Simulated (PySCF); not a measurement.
```
atom    x (Å)    y (Å)    z (Å)
   C  -1.6205   1.8027   0.6326
   C  -0.4819   1.3254   0.2281
   C  -0.1608  -0.0997   0.0293
   C  -1.2135  -1.0165   0.2538
   C  -2.0976  -1.8112   0.4309
   C   1.0629  -0.5567  -0.3461
   B   2.3315   0.2498  -0.6452
  Cl   3.7416  -0.6124  -1.0765
   H  -2.5831   1.4547   0.9262
   H   0.3447   1.9890   0.0075
   H  -2.8683  -2.5064   0.5865
   H   1.1257  -1.6377  -0.4401
   H   2.4149   1.4194  -0.6046
```

Geometry: GFN2-xTB.

Theory: UKS B3LYP, pcH-1 on B C Cl H, non-relativistic, mean-field spin-orbit, GIAO in PySCF 2.14.0, density-fitted response routines.

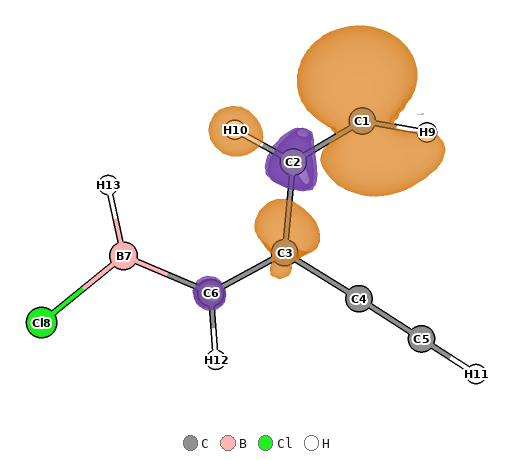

C₆H₅BCl (SMILES [H]/[C]=C\C(C#C)=C/BCl) (doublet). Isosurfaces of the spin density (α minus β) at +0.03 (orange) and −0.03 e/Å³ (purple), seen across its widest extent.

### Describe the spin distribution.

The unpaired spin (1 electron) lies mostly on C1 (about 0.8), in electrons by Hirshfeld's partition.
